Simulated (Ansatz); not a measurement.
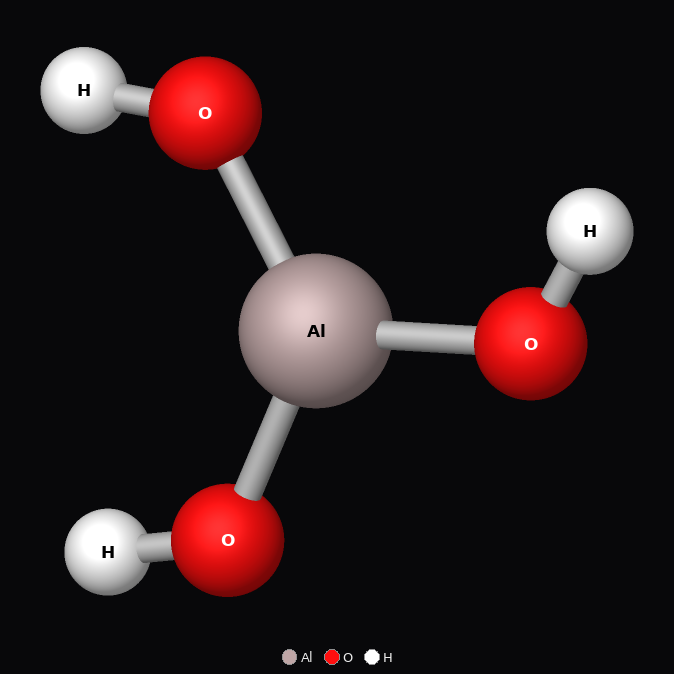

The picture shows a molecular structure as a ball-and-stick model. Every bond is drawn as one stick, whatever its order.

The geometry was computed by an optimisation with PBE0-D4/def2-TZVP.

Identify the structure.

Formula AlH₃O₃. The point group is Cs. All atoms lie on one plane. Coordination: 1 Al trigonal planar; 3 O bent.

More results for the same structure follow; atom numbers are the same in all pictures, views and colours differ.

### Geometry

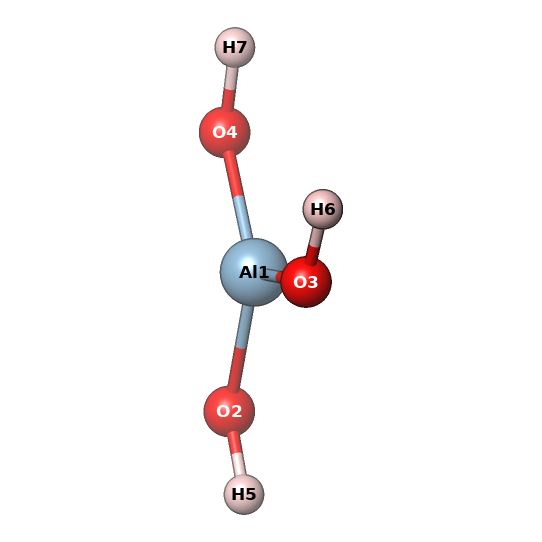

Al1 lies behind O3. The molecule seen a little off the O3–Al1 bond, O3 in front. Atoms fade into the background with distance from the viewer.

What is the torsion angle H6–O3–Al1–O2? The sign is positive where the front bond must turn clockwise to cover the back bond.

Answer. 180°, antiperiplanar (anti).

### Vibrations

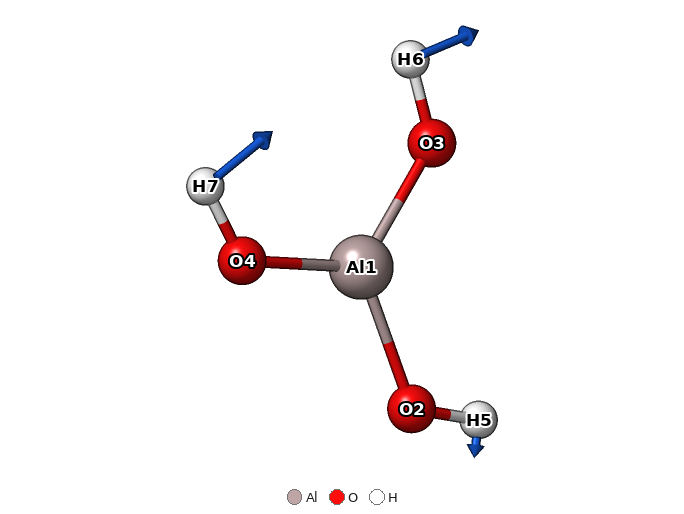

The arrows show one normal mode. Harmonic vibrations computed with RKS PBE0-D4/def2-TZVP (Ansatz 0.2.0) at a stationary point of the same level.

Describe the motion.

Answer. Mostly Al–O–H bending.

Estimate its harmonic wavenumber.

Answer. 567 cm⁻¹; it is mode 7 of 15 counted from the lowest.

### Dipole moment

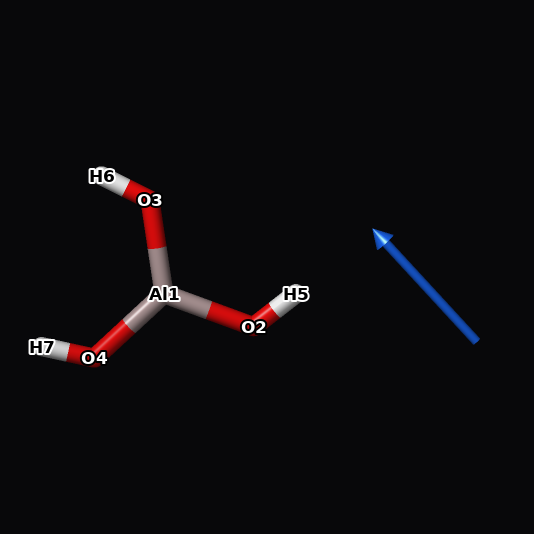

The arrow beside the molecule shows the direction of the dipole moment, from the negative to the positive end (its length means nothing). Properties computed with RKS PBE0-D4/def2-TZVP (Ansatz 0.2.0).

Estimate the dipole moment.

Answer. 2.66 D; it points from the side of O2, H5 to the side of H6 (the outermost atoms at the two ends).

### Charges

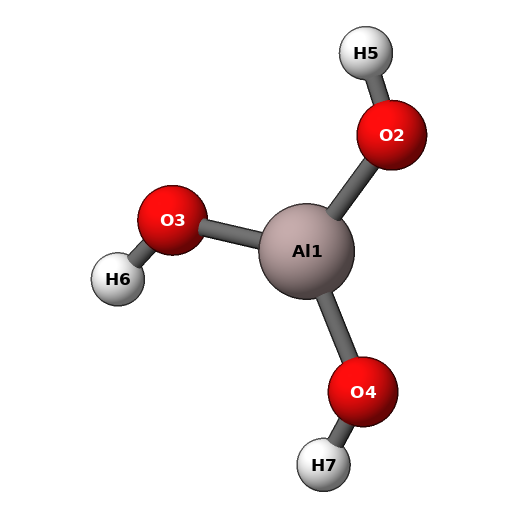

The questions are on Mulliken charges. Properties computed with RKS PBE0-D4/def2-TZVP (Ansatz 0.2.0).

Which atom carries the highest charge (most positive or least negative)?

Answer. Al1 (0.70 e).

And the lowest?

Answer. O2, O3, O4 (−0.55 e).

Give the Mulliken charges atom by atom.

| atom | value (e) |
| --- | --- |
| Al1 | 0.70 |
| O2 | −0.55 |
| O3 | −0.55 |
| O4 | −0.55 |
| H5 | 0.32 |
| H6 | 0.32 |
| H7 | 0.31 |

Mulliken values depend strongly on the basis set and can even reverse the polarity of a bond.
